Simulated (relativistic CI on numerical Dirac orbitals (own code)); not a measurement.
# Al⁵⁺: how the levels respond to the fine-structure constant

How sensitive are the low transitions of Al⁵⁺ to a change of α? Wanted is q = dE/dx with x = (α/α0)² − 1, for the lowest 30 levels.

Program: relativistic CI on numerical Dirac orbitals (own code) version 3. Level of theory: Dirac-Coulomb-Breit CI, KLI orbitals optimised for each configuration, valence Slater integrals scaled by 0.85, P86 correlation energy added to each configuration, derivatives by finite differences. These are calculated values, not measurements, unless marked.

## (1) The atom as given

| Quantity | Value |
| --- | --- |
| ion | Al⁵⁺ (Al VI) |
| nuclear charge | 13 |
| electrons | 8 |
| isotope | A = 27 |
| first configuration | [He] 2s2 2p4 |

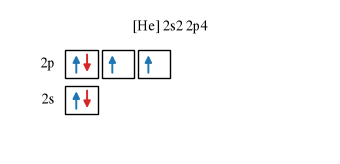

Outer shells as boxes.

## (2) The run

Input settings:

```ini
atom Al  Z=13  charge=5  electrons=8
nucleus A=27  rms_radius_fm=3.0610
hamiltonian dirac-coulomb  breit=on  qed=off  c_scale=1
orbitals kli  potential=per-configuration
slater_scale 0.85
correlation p86
mixing on
configurations
  [He] 2s2 2p4
  [He] 2s 2p5
  [He] 2p6
  [He] 2s2 2p3 3s
  [He] 2s2 2p3 3p
  [He] 2s2 2p3 3d
  [He] 2p5 3s
  [He] 2p5 3p
end
derivatives alpha2 +-0.01
```

Before running it: what results should come out? Wanted: lowest level; largest q in size, lowest 30 levels; largest K in size within the lowest configuration.

**Answer**, as computed:

```
                                         quantity                 value
                                     lowest level               2p4 3P2
              largest q in size, lowest 30 levels  10740 cm⁻¹ (2p6 1S0)
largest K in size within the lowest configuration        2.06 (2p4 3P1)
```

What this shows: Among these levels the largest q belongs to 2p6 1S0, a change of configuration. The fine-structure partner 3P1 has K = 2.06, close to the 2 of an interval that scales as α². K = 2q/E, the relative sensitivity of a level, hangs on the computed energy: between configurations that lie close it can be off by a factor of several.
